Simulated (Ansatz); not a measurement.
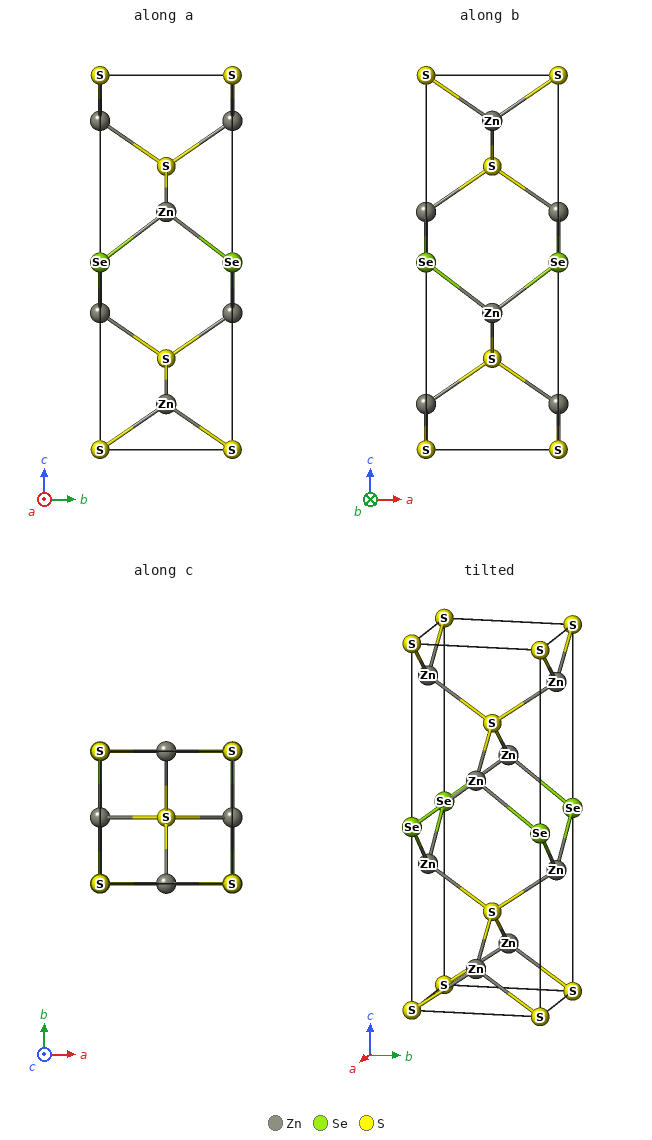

Figure: ball-and-stick view along the a axis, along the b axis, along the c axis and slightly off an axis. The conventional unit cell is drawn as a box.

Lattice parameters: a = 3.9392 Å, b = 3.9392 Å, c = 11.1370 Å, α = 90.000°, β = 90.000°, γ = 90.000°.

### Transcribe the picture into a CIF in P1 with every atom of the cell, with free fractional coordinates to two decimals.

```cif
data_structure
_symmetry_space_group_name_H-M 'P 1'
_symmetry_Int_Tables_number 1
_cell_length_a 3.9392
_cell_length_b 3.9392
_cell_length_c 11.1370
_cell_angle_alpha 90.000
_cell_angle_beta 90.000
_cell_angle_gamma 90.000
_cell_volume 172.82
loop_
_atom_site_label
_atom_site_type_symbol
_atom_site_fract_x
_atom_site_fract_y
_atom_site_fract_z
_atom_site_occupancy
Zn1 Zn 0.50 0.00 0.88 1
Zn2 Zn 0.00 0.50 0.12 1
Zn3 Zn 0.50 0.00 0.36 1
Zn4 Zn 0.00 0.50 0.64 1
Se1 Se 0.00 0.00 0.50 1
S1 S 0.00 0.00 0.00 1
S2 S 0.50 0.50 0.24 1
S3 S 0.50 0.50 0.76 1
```

Provenance: a structure type filled with these elements by a generator (whether the compound takes this form wasn't checked). The cell was then strained or its atoms displaced on purpose. It was relaxed at fixed volume with Ansatz 0.2.0, DFT PBE, scalar-relativistic, plane waves, PAW.
